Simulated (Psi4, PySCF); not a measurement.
Approach curve of the dimer HLiO ··· H3N (SMILES [Li][OH] and N), singlet. Monomers: optimised at B3LYP-D3(BJ) (def2-TZVP), held rigid. Orientation: a higher rigid-body minimum at GFN2-xTB (searched outside a hard wall at short contacts). The monomers approach along the line of their centres of mass (distance R); nothing else relaxes. The shortest distances reach bonding range, where SAPT0 and rigid monomers are unreliable.

Geometry at R = 3.26 Å (first 3 atoms: monomer A):
```
7

Li    -0.8318    -0.7893    -0.7412
O      0.1215     0.1194     0.1178
H      0.7103     0.6699     0.6234
N     -2.0641    -2.6195    -0.6481
H     -2.3925    -2.4702     0.2992
H     -2.8814    -2.6939    -1.2428
H     -1.5944    -3.5175    -0.6667
```

PBE-D3(BJ)/def2-TZVP, counterpoise-corrected (Psi4); SAPT0/jun-cc-pVDZ, all electrons correlated (Psi4); HF/aug-cc-pVTZ, counterpoise-corrected (Psi4); RMP2/6-31G* = restricted MP2 (frozen core)/6-31G*, spherical d, no counterpoise correction (PySCF 2.14.0); B3LYP-D3(BJ)/def2-TZVP, counterpoise-corrected (Psi4).

Interaction energies in kcal/mol (negative: bound); R is the distance of the centres of mass, d the Li1···N4 distance.

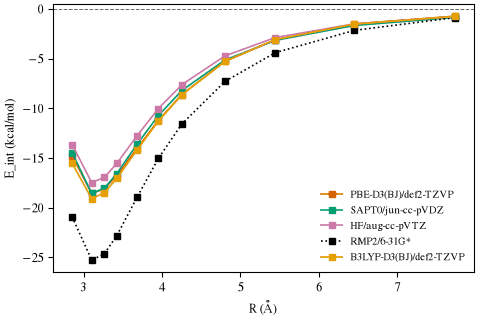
Fig. 1. Interaction energy against separation.

```json
[
 {"R / Å": "2.85", "d / Å": "1.81", "PBE-D3(BJ)/def2-TZVP": "-14.80", "SAPT0/jun-cc-pVDZ": "-14.46", "HF/aug-cc-pVTZ": "-13.65", "RMP2/6-31G*": "-20.93", "B3LYP-D3(BJ)/def2-TZVP": "-15.54"},
 {"R / Å": "3.10", "d / Å": "2.05", "PBE-D3(BJ)/def2-TZVP": "-18.57", "SAPT0/jun-cc-pVDZ": "-18.57", "HF/aug-cc-pVTZ": "-17.48", "RMP2/6-31G*": "-25.27", "B3LYP-D3(BJ)/def2-TZVP": "-19.09"},
 {"R / Å": "3.26", "d / Å": "2.21", "PBE-D3(BJ)/def2-TZVP": "-18.12", "SAPT0/jun-cc-pVDZ": "-18.06", "HF/aug-cc-pVTZ": "-16.97", "RMP2/6-31G*": "-24.66", "B3LYP-D3(BJ)/def2-TZVP": "-18.51"},
 {"R / Å": "3.42", "d / Å": "2.37", "PBE-D3(BJ)/def2-TZVP": "-16.79", "SAPT0/jun-cc-pVDZ": "-16.59", "HF/aug-cc-pVTZ": "-15.56", "RMP2/6-31G*": "-22.82", "B3LYP-D3(BJ)/def2-TZVP": "-17.07"},
 {"R / Å": "3.68", "d / Å": "2.62", "PBE-D3(BJ)/def2-TZVP": "-14.03", "SAPT0/jun-cc-pVDZ": "-13.61", "HF/aug-cc-pVTZ": "-12.76", "RMP2/6-31G*": "-18.94", "B3LYP-D3(BJ)/def2-TZVP": "-14.18"},
 {"R / Å": "3.95", "d / Å": "2.89", "PBE-D3(BJ)/def2-TZVP": "-11.23", "SAPT0/jun-cc-pVDZ": "-10.75", "HF/aug-cc-pVTZ": "-10.04", "RMP2/6-31G*": "-15.05", "B3LYP-D3(BJ)/def2-TZVP": "-11.30"},
 {"R / Å": "4.25", "d / Å": "3.18", "PBE-D3(BJ)/def2-TZVP": "-8.62", "SAPT0/jun-cc-pVDZ": "-8.22", "HF/aug-cc-pVTZ": "-7.64", "RMP2/6-31G*": "-11.58", "B3LYP-D3(BJ)/def2-TZVP": "-8.64"},
 {"R / Å": "4.80", "d / Å": "3.73", "PBE-D3(BJ)/def2-TZVP": "-5.29", "SAPT0/jun-cc-pVDZ": "-5.15", "HF/aug-cc-pVTZ": "-4.73", "RMP2/6-31G*": "-7.30", "B3LYP-D3(BJ)/def2-TZVP": "-5.27"},
 {"R / Å": "5.44", "d / Å": "4.36", "PBE-D3(BJ)/def2-TZVP": "-3.12", "SAPT0/jun-cc-pVDZ": "-3.18", "HF/aug-cc-pVTZ": "-2.89", "RMP2/6-31G*": "-4.42", "B3LYP-D3(BJ)/def2-TZVP": "-3.11"},
 {"R / Å": "6.45", "d / Å": "5.37", "PBE-D3(BJ)/def2-TZVP": "-1.52", "SAPT0/jun-cc-pVDZ": "-1.67", "HF/aug-cc-pVTZ": "-1.51", "RMP2/6-31G*": "-2.17", "B3LYP-D3(BJ)/def2-TZVP": "-1.54"},
 {"R / Å": "7.73", "d / Å": "6.65", "PBE-D3(BJ)/def2-TZVP": "-0.74", "SAPT0/jun-cc-pVDZ": "-0.87", "HF/aug-cc-pVTZ": "-0.78", "RMP2/6-31G*": "-0.89", "B3LYP-D3(BJ)/def2-TZVP": "-0.76"}
]
```

Lowest grid point: PBE-D3(BJ)/def2-TZVP -18.57 kcal/mol at R = 3.10 Å; SAPT0/jun-cc-pVDZ -18.57 kcal/mol at R = 3.10 Å; HF/aug-cc-pVTZ -17.48 kcal/mol at R = 3.10 Å; RMP2/6-31G* -25.27 kcal/mol at R = 3.10 Å; B3LYP-D3(BJ)/def2-TZVP -19.09 kcal/mol at R = 3.10 Å.
